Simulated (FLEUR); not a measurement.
# MnCuO2 (Crednerite): which magnetic order is lowest, part 2 of 3

Aim: find out whether MnCuO2 (Crednerite) carries moments, and which collinear order costs least.

FLEUR MaX-R8.1; PBEsol with U = 6.9 eV, J = 0.9 eV on Cu d and U = 4.9 eV, J = 0.9 eV on Mn d; all-electron FLAPW, Dirac cores, scalar-relativistic bands.

So far, largest spin moment in the muffin-tin sphere (μB): step 2 (start 1: ferro ++) 3.59.

The database entry behind the starting cell differs from later determinations by our own check (a about 1 % short, old inner coordinates), so it need not match the best structure at ambient conditions.

## Step 3: Run 2 (antiferro q=(0,1/2,1/2) +--+)

Another pattern of signs weighs the neighbour shells otherwise.

The cell is doubled to 8 atoms to hold this order. Its mesh is not equivalent to the first one. The k list default-1 (kpts.xml, not shown) is a Γ-centred 8×4×4 mesh. The seed on Cu dies away in this run, so the pattern is judged on the other seeded atoms.

The input, inp.xml:

```
<?xml version="1.0" encoding="UTF-8" standalone="no"?>
<fleurInput fleurInputVersion="0.39">
   <comment>
      MnCuO2
   </comment>
   <calculationSetup>
      <cutoffs Kmax="4.4" Gmax="13.2" GmaxXC="13.2" numbands="0"/>
      <scfLoop itmax="130" minDistance="0.0001" maxIterBroyd="15" imix="Anderson" alpha="0.05" precondParam="0.0" spinf="2.0" sdNocoIR="T"/>
      <coreElectrons ctail="T" frcor="F" kcrel="0" coretail_lmax="0"/>
      <xcFunctional name="PBEs" relativisticCorrections="F"/>
      <magnetism jspins="2"/>
      <soc l_soc="F" theta="0.0" phi="0.0" spav="F"/>
      <expertModes spex="0" secvar="F"/>
      <geometryOptimization l_f="F" forcealpha="1.0" forcemix="BFGS" epsdisp="0.00001" epsforce="0.00001"/>
      <ldaU l_linMix="F" mixParam="0.05" spinf="1.0"/>
   </calculationSetup>
   <cell>
      <bzIntegration valenceElectrons="76.0" mode="hist" fermiSmearingEnergy="0.00293995">
         <kPointListSelection listName="default-1"/>
         <xi:include xmlns:xi="http://www.w3.org/2001/XInclude" href="kpts.xml"> </xi:include>
      </bzIntegration>
      <xi:include xmlns:xi="http://www.w3.org/2001/XInclude" href="sym.xml"> </xi:include>
      <bulkLattice scale="1.0">
         <bravaisMatrix>
            <row-1>    5.2250927345190004    -2.7249850716731996     0.0000000000000000</row-1>
            <row-2>   10.4501854690380007     5.4499701433463992     0.0000000000000000</row-2>
            <row-3>    2.4156273149050702     2.7249850716731996    10.7857038621951915</row-3>
         </bravaisMatrix>
      </bulkLattice>
   </cell>
   <atomSpecies>
      <species name="Manganese 4.501" element="Mn" atomicNumber="25">
         <mtSphere radius="2.11" gridPoints="697" logIncrement="0.017"/>
         <atomicCutoffs lmax="8" lnonsphr="6"/>
         <electronConfig flipSpins="F">
            <coreConfig>(1s1/2) (2s1/2) (2p1/2) (2p3/2)</coreConfig>
            <valenceConfig>(3s1/2) (3p1/2) (3p3/2) (4s1/2) (3d3/2) (3d5/2)</valenceConfig>
            <stateOccupation state="(3d3/2)" spinUp="1.7505" spinDown="0.2495"/>
            <stateOccupation state="(3d5/2)" spinUp="3.0" spinDown="0.0"/>
         </electronConfig>
         <energyParameters s="4" p="4" d="3" f="4"/>
         <ldaU l="2" U="4.9" J="0.9" l_amf="F"/>
         <lo type="SCLO" l="0" n="3" eDeriv="0"/>
         <lo type="SCLO" l="1" n="3" eDeriv="0"/>
      </species>
      <species name="Manganese -4.501" element="Mn" atomicNumber="25">
         <mtSphere radius="2.11" gridPoints="697" logIncrement="0.017"/>
         <atomicCutoffs lmax="8" lnonsphr="6"/>
         <electronConfig flipSpins="F">
            <coreConfig>(1s1/2) (2s1/2) (2p1/2) (2p3/2)</coreConfig>
            <valenceConfig>(3s1/2) (3p1/2) (3p3/2) (4s1/2) (3d3/2) (3d5/2)</valenceConfig>
            <stateOccupation state="(3d3/2)" spinUp="0.2495" spinDown="1.7505"/>
            <stateOccupation state="(3d5/2)" spinUp="0.0" spinDown="3.0"/>
         </electronConfig>
         <energyParameters s="4" p="4" d="3" f="4"/>
         <ldaU l="2" U="4.9" J="0.9" l_amf="F"/>
         <lo type="SCLO" l="0" n="3" eDeriv="0"/>
         <lo type="SCLO" l="1" n="3" eDeriv="0"/>
      </species>
      <species name="Copper (Cu-1.000" element="Cu" atomicNumber="29">
         <mtSphere radius="2.57" gridPoints="849" logIncrement="0.015"/>
         <atomicCutoffs lmax="10" lnonsphr="8"/>
         <electronConfig flipSpins="F">
            <coreConfig>(1s1/2) (2s1/2) (2p1/2) (2p3/2) (3s1/2) (3p1/2) (3p3/2)</coreConfig>
            <valenceConfig>(4s1/2) (3d3/2) (3d5/2)</valenceConfig>
            <stateOccupation state="(4s1/2)" spinUp="0.0" spinDown="1.0"/>
         </electronConfig>
         <energyParameters s="4" p="4" d="3" f="4"/>
         <ldaU l="2" U="6.9" J="0.9" l_amf="F"/>
      </species>
      <species name="Copper (Cu1.000" element="Cu" atomicNumber="29">
         <mtSphere radius="2.57" gridPoints="849" logIncrement="0.015"/>
         <atomicCutoffs lmax="10" lnonsphr="8"/>
         <electronConfig flipSpins="F">
            <coreConfig>(1s1/2) (2s1/2) (2p1/2) (2p3/2) (3s1/2) (3p1/2) (3p3/2)</coreConfig>
            <valenceConfig>(4s1/2) (3d3/2) (3d5/2)</valenceConfig>
            <stateOccupation state="(4s1/2)" spinUp="1.0" spinDown="0.0"/>
         </electronConfig>
         <energyParameters s="4" p="4" d="3" f="4"/>
         <ldaU l="2" U="6.9" J="0.9" l_amf="F"/>
      </species>
      <species name="Oxygen (O)" element="O" atomicNumber="8">
         <mtSphere radius="1.19" gridPoints="395" logIncrement="0.026"/>
         <atomicCutoffs lmax="6" lnonsphr="4"/>
         <electronConfig flipSpins="F">
            <coreConfig>(1s1/2)</coreConfig>
            <valenceConfig>(2s1/2) (2p1/2) (2p3/2)</valenceConfig>
            <stateOccupation state="(2p1/2)" spinUp="0.666667" spinDown="0.666667"/>
            <stateOccupation state="(2p3/2)" spinUp="1.333333" spinDown="1.333333"/>
         </electronConfig>
         <energyParameters s="2" p="2" d="3" f="4"/>
      </species>
   </atomSpecies>
   <atomGroups>
      <atomGroup species="Manganese 4.501">
         <relPos label="                   1">.0000000000 .0000000000 .0000000000</relPos>
         <force calculate="T" relaxXYZ="TTT"/>
      </atomGroup>
      <atomGroup species="Manganese -4.501">
         <relPos label="                   2">.0000000000 1.000/2.000 .0000000000</relPos>
         <force calculate="T" relaxXYZ="TTT"/>
      </atomGroup>
      <atomGroup species="Copper (Cu-1.000">
         <relPos label="                   3">1.000/2.000 .0000000000 1.000/2.000</relPos>
         <force calculate="T" relaxXYZ="TTT"/>
      </atomGroup>
      <atomGroup species="Copper (Cu1.000">
         <relPos label="                   4">1.000/2.000 1.000/2.000 1.000/2.000</relPos>
         <force calculate="T" relaxXYZ="TTT"/>
      </atomGroup>
      <atomGroup species="Oxygen (O)">
         <relPos label="                   5">.4160000000 .1365000000 .1430000000</relPos>
         <relPos label="                   7">-.4160000000 -.1365000000 -.1430000000</relPos>
         <force calculate="T" relaxXYZ="TTT"/>
      </atomGroup>
      <atomGroup species="Oxygen (O)">
         <relPos label="                   6">.4160000000 -.3635000000 .1430000000</relPos>
         <relPos label="                   8">-.4160000000 .3635000000 -.1430000000</relPos>
         <force calculate="T" relaxXYZ="TTT"/>
      </atomGroup>
   </atomGroups>
   <output dos="F" band="F" slice="F">
      <bandDOS minEnergy="-.5*Htr" maxEnergy="0.5*Htr" sigma="0.015" storeEVData="T"/>
      <plotting iplot="0" polar="F">
         <plot TwoD="T" vec1="  1.0  0.0  0.0" vec2="  0.0  1.0  0.0" vec3="  0.0  0.0  1.0" zero="  0.0  0.0  0.0" file="plot"/>
      </plotting>
      <moessbauerParams electricFieldGradient="F" isomerShift="F" coreHyperfine="F" valenceHyperfine="F"/>
   </output>
</fleurInput>
```

The input, crystal.txt:

```
MnCuO2
&input film=F cartesian=F /
2.76500000000  -1.44200000000  0.00000000000
5.53000000000  2.88400000000  0.00000000000
1.27829492510  1.44200000000  5.70754868750
1.8897261246
1.0 1.0 1.0

8
25 0.00000000000  0.00000000000  0.00000000000 : 4.501
25 0.00000000000  0.50000000000  0.00000000000 : -4.501
29 0.50000000000  0.00000000000  0.50000000000 : -1.000
29 0.50000000000  0.50000000000  0.50000000000 : 1.000
8 0.41600000000  0.13650000000  0.14300000000
8 0.41600000000  0.63650000000  0.14300000000
8 0.58400000000  0.86350000000  0.85700000000
8 0.58400000000  0.36350000000  0.85700000000

&kpt div1=8 div2=4 div3=4 gamma=T /
```

The run is started by

```bash
> OMP_NUM_THREADS=1 inpgen -f crystal.txt > inpgen.log  # inp.xml is then edited as shown
> OMP_NUM_THREADS=1 mpirun -n 4 fleur_MPI > fleur.log
```

The log of the run:

```text
[banner, memory and clock lines left out]
Welcome to FLEUR        (www.flapw.de)
      MaX-Release 8.1          (www.max-centre.eu)

 ========== k-point set info ==========
 Selected k-point list: default-1
 k-point list type: mesh
 8 x 4 x 4
 Number of k points: 68

 ------------Calculation Setup---------------------------
 Number of PE/node        :            4
 Number of OMP-threads    :            1
 k-points in parallel     :            4
 pe's per k-point         :            1
 No of k-point loops      :           17
 Eigenvalue solver        :       lapack
 Number of basis functions:          946
 Approximate size of matrices (H+S) per k-point:         0.013 GB
 no density matrix found ... skipping LDA+U
 Reset of history
 Iteration:     1   Distance:     113.04854476 me/bohr^3
 Iteration:     2   Distance:      31.63119958 me/bohr^3
 Iteration:     3   Distance:      26.06245691 me/bohr^3
 Iteration:     4   Distance:      31.25164118 me/bohr^3
 Iteration:     5   Distance:      29.25379168 me/bohr^3
 Iteration:     6   Distance:      12.76236280 me/bohr^3
 Iteration:     7   Distance:       5.41246771 me/bohr^3
 Iteration:     8   Distance:       3.13522232 me/bohr^3
 Iteration:     9   Distance:       2.89368208 me/bohr^3
 Iteration:    10   Distance:       2.00133689 me/bohr^3
 Iteration:    11   Distance:       1.92201199 me/bohr^3
 Iteration:    12   Distance:       0.75406806 me/bohr^3
 Iteration:    13   Distance:       0.70565247 me/bohr^3
 Iteration:    14   Distance:       0.22604649 me/bohr^3
 Iteration:    15   Distance:       0.22577037 me/bohr^3
 Iteration:    16   Distance:       0.05087584 me/bohr^3
 Iteration:    17   Distance:       0.04970442 me/bohr^3
 Iteration:    18   Distance:       0.04207655 me/bohr^3
 Iteration:    19   Distance:       0.01566379 me/bohr^3
 Iteration:    20   Distance:       0.01053015 me/bohr^3
 Iteration:    21   Distance:       0.00971676 me/bohr^3
 Iteration:    22   Distance:       0.00440807 me/bohr^3
 Iteration:    23   Distance:       0.00314585 me/bohr^3
 Iteration:    24   Distance:       0.00099488 me/bohr^3
 Iteration:    25   Distance:       0.00099884 me/bohr^3
 Iteration:    26   Distance:       0.00014673 me/bohr^3
 Iteration:    27   Distance:       0.00010021 me/bohr^3
 Iteration:    28   Distance:       0.00004114 me/bohr^3

 ********************************************************************
 Run finished successfully
 Stop message:
   all done
 ********************************************************************

--- out.xml (last complete iteration) ---
<iteration numberForCurrentRun="   28" overallNumber="   28">
         [... left out ...]
         <bandgap value="0.6654503608" units="eV"/>
         <sumValenceSingleParticleEnergies value="-23.6682982335" units="Htr"/>
         <FermiEnergy value="0.3086841533" units="Htr"/>
         <valenceDensity>
            <mtCharges spin="1">
               <mtCharge atomType="1" total="8.4646986" s="1.1400230" p="3.1663271" d="4.0900599" f="0.0508495"/>
               <mtCharge atomType="2" total="4.9594697" s="1.1115678" p="3.1519977" d="0.6255973" f="0.0513793"/>
               <mtCharge atomType="3" total="5.2381239" s="0.2259815" p="0.1595244" d="4.8071931" f="0.0283964"/>
               <mtCharge atomType="4" total="5.2376595" s="0.2247602" p="0.1601435" d="4.8078703" f="0.0281281"/>
               <mtCharge atomType="5" total="1.8346375" s="0.5726601" p="1.2593249" d="0.0023442" f="0.0002585"/>
               <mtCharge atomType="6" total="1.8082794" s="0.5670371" p="1.2387526" d="0.0021988" f="0.0002430"/>
            </mtCharges>
            <mtCharges spin="2">
               <mtCharge atomType="1" total="4.9594702" s="1.1115679" p="3.1519979" d="0.6255976" f="0.0513793"/>
               <mtCharge atomType="2" total="8.4646983" s="1.1400229" p="3.1663269" d="4.0900600" f="0.0508495"/>
               <mtCharge atomType="3" total="5.2376596" s="0.2247604" p="0.1601436" d="4.8078702" f="0.0281281"/>
               <mtCharge atomType="4" total="5.2381237" s="0.2259812" p="0.1595244" d="4.8071932" f="0.0283964"/>
               <mtCharge atomType="5" total="1.8082797" s="0.5670372" p="1.2387528" d="0.0021988" f="0.0002430"/>
               <mtCharge atomType="6" total="1.8346372" s="0.5726600" p="1.2593247" d="0.0023442" f="0.0002585"/>
            </mtCharges>
            <spinDependentCharge spin="1" total="38.0000000" interstitial="6.8142145" mtSpheres="31.1857855"/>
            <spinDependentCharge spin="2" total="38.0000000" interstitial="6.8142143" mtSpheres="31.1857857"/>
            <totalCharge value="76.0000000000"/>
         </valenceDensity>
         [... left out ...]
         <magneticMomentsInMTSpheres units="muBohr">
            <globalMagMoment atomType="1" vec="0.00000   0.00000   3.50523"/>
            <localMagMoment atomType="1" vec="0.00000   0.00000   3.50523"/>
            <globalMagMoment atomType="2" vec="0.00000   0.00000  -3.50523"/>
            <localMagMoment atomType="2" vec="0.00000   0.00000  -3.50523"/>
            <globalMagMoment atomType="3" vec="0.00000   0.00000   0.00046"/>
            <localMagMoment atomType="3" vec="0.00000   0.00000   0.00046"/>
            <globalMagMoment atomType="4" vec="0.00000   0.00000  -0.00046"/>
            <localMagMoment atomType="4" vec="0.00000   0.00000  -0.00046"/>
            <globalMagMoment atomType="5" vec="0.00000   0.00000   0.02636"/>
            <localMagMoment atomType="5" vec="0.00000   0.00000   0.02636"/>
            <globalMagMoment atomType="6" vec="0.00000   0.00000  -0.02636"/>
            <localMagMoment atomType="6" vec="0.00000   0.00000  -0.02636"/>
         </magneticMomentsInMTSpheres>
         [... left out ...]
         <totalEnergy value="    -5922.0705009318" units="Htr">
            <sumOfEigenvalues value="    -3381.8267833240">
               <coreElectrons value="-3358.1584850905"/>
               <valenceElectrons value="-23.6682982335"/>
            </sumOfEigenvalues>
            <densityCoulombPotentialIntegral value="-9035.9633495667"/>
            <densityEffectivePotentialIntegral value="-9387.1888000403"/>
            <chargeDenXCDenIntegral value="-268.3101522093"/>
            <FockExchangeEnergyValence value="0.0000000000"/>
            <FockExchangeEnergyCore value="0.0000000000"/>
         [... left out ...]
            <dftUCorrection value="-2.5903241983"/>
            <tkbTimesEntropy value="0.0000205808"/>
            <freeEnergy value="-5922.0705215126"/>
            <extrapolationTo0K value="-5922.0705112222"/>
         </totalEnergy>
         [... left out ...]
         <ldaUDensityMatrixConvergence>
            <distance spin="1" distance="0.000005"/>
            <distance spin="2" distance="0.000005"/>
         </ldaUDensityMatrixConvergence>
         <densityConvergence units="me/bohr^3">
            <chargeDensity spin="1" distance="0.0000258761"/>
            <chargeDensity spin="2" distance="0.0000258202"/>
            <overallChargeDensity distance="0.0000411359"/>
            <spinDensity distance="0.0000313105"/>
         </densityConvergence>
      </iteration>
```

Wall time 6.1 min (4 MPI ranks of Intel Xeon Platinum 8375C at 2.90GHz (Ice Lake), shared host); peak memory 0.88 GiB.

Spin moment in the muffin-tin sphere by atom:

```
atom  spin moment in the muffin-tin sphere (μB)
 Mn1                                       3.51
 Mn2                                      -3.51
 Cu3                                       0.00
 Cu4                                       0.00
  O5                                       0.03
  O6                                      -0.03
  O7                                       0.03
  O8                                      -0.03
```

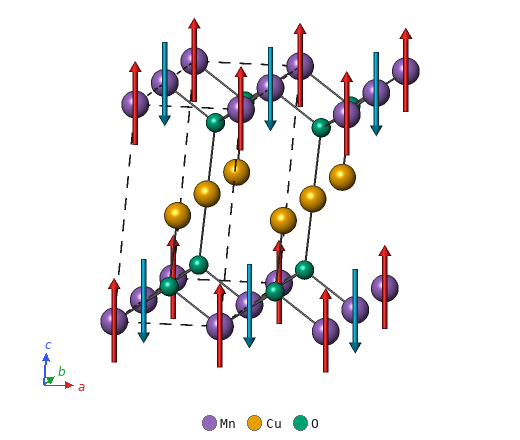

Spin moment in the muffin-tin sphere as arrows, the longest 3.51 μB. Up and down stand for the sign. Arrows give size and sign along the axis of quantisation, drawn up and down the page. The two directions have two colours. Bonds to atoms that aren't drawn are left out. 2×1×1 cells are drawn. Some periodic images of atoms are drawn too.

Read from the output:

| Item | Value |
| --- | --- |
| free energy | -161147.7483 eV |
| program's band gap on this mesh (in a metal only a level spacing) | 0.6655 eV |
| magnetization | 0 μB |
| final state | antiferromagnetic |

It lies 53.4 meV a seeded atom under the first start, and its largest moment is 3.51 μB against 3.59 μB.

(Continued in part 3 of 3.)

[Logs and program files are shortened in this print: banners, set-up blocks, solver, clock and traceback lines can be left out without a mark of their own.]

[Logs are printed without paths, hosts, clocks, repeated set-up lines and the standing remarks that a program may print on its own settings, such as how far it seeks lower states.]

[Hosts, paths, dates, database ids (printed as entryN), source tags and the programs' standing remarks are cut or masked in the printed files.]

[Where a cell is said to come from a database of computed structures, the database is the Materials Project.]
